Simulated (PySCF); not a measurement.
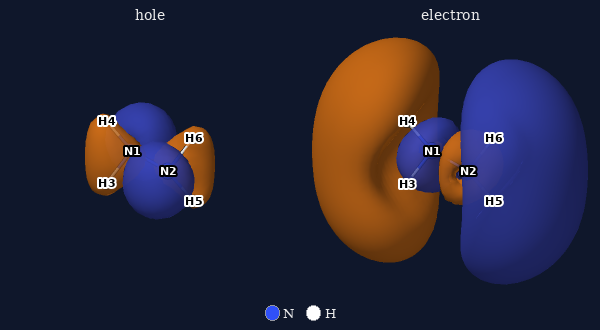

Figure. H4N2, SMILES `NN`. Leading natural transition orbital pair of S₂ (full linear response singlet states); the surfaces enclose about 85 % of each orbital's density.

Computed with PySCF, CAM-B3LYP/def2-TZVP, geometry: GFN2-xTB. No frequency check shows the geometry to be a minimum. Without diffuse functions Rydberg states are missing, so the states' numbers hold for this basis only.

The calculation's input:

```python
import numpy as np
from pyscf import gto, scf, dft, tdscf
from pyscf.scf import atom_ks, atom_hf
from scipy.linalg import block_diag

def solve(mol, dm0=None, hcore=None):
    mf = (dft.UKS if mol.spin else dft.RKS)(mol, xc='camb3lyp')
    mf.grids.level = 3
    mf = mf.density_fit(auxbasis='def2-universal-jkfit')
    mf.conv_tol, mf.max_cycle = 1e-8, 80
    if hcore is not None:
        mf.get_hcore = lambda *args: hcore
    mf.kernel(dm0)
    if not mf.converged:
        mf = mf.newton().run(mf.mo_coeff, mf.mo_occ, max_cycle=30)
    assert mf.converged, 'SCF not converged'
    return mf

mol = gto.M(atom='''
N      0.71839    -0.00001    -0.14643
N     -0.71839    -0.00001     0.14643
H      1.09620     0.81489     0.33586
H      1.09620    -0.81485     0.33586
H     -1.09620     0.81489    -0.33586
H     -1.09620    -0.81485    -0.33586
''', basis='def2-tzvp', charge=0, spin=0, verbose=4)
mf = solve(mol)
td = mf.TDDFT()
td.nstates, td.singlet, td.conv_tol = 6, True, 1e-5
td.kernel()
td.analyze()
x, y = np.array([p[0] for p in td.xy]), np.array([p[1] + 0 * p[0] for p in td.xy])
f, mu = td.oscillator_strength(), td.transition_dipole()
nto = [td.get_nto(state=i + 1, verbose=4) for i in range(len(td.e))]
# spherically averaged free atoms, for the promolecule
atm = atom_ks.get_atm_nrks(mol, xc='camb3lyp')
pro = block_diag(*[(atm[a[0]][2] * atm[a[0]][3]) @ atm[a[0]][2].T for a in mol._atom])
np.savez('result.npz', e=td.e, f=f, ok=td.converged, w=[n[0] for n in nto], nto=[n[1] for n in nto], x=x, y=y, c=mf.mo_coeff, occ=mf.mo_occ, eps=mf.mo_energy, pro=pro, mu=mu)
```

Command:

```sh
OMP_NUM_THREADS=1 python input.py
```

The run took 73 s on 1 thread of Intel(R) Xeon(R) Platinum 8488C (Sapphire Rapids), on a shared host, peak memory 0.5 GiB.

> Where does the state lie, and where do hole and electron sit?

6.07 eV (204 nm), f = 0.021, partly diffuse acceptor orbital, which a basis without diffuse functions describes poorly; the leading pair carries 99 %; hole on N1 and N2 (42 % each), electron on H3, H4, H5 and H6 (17 % each) and N1 and N2 (16 % each) (atom shares of so diffuse an orbital are rough); their centroids lie 0.0 Å apart. In canonical orbitals it is mainly HOMO → LUMO+1 (98 %). The HOMO–LUMO gap is 9.06 eV.
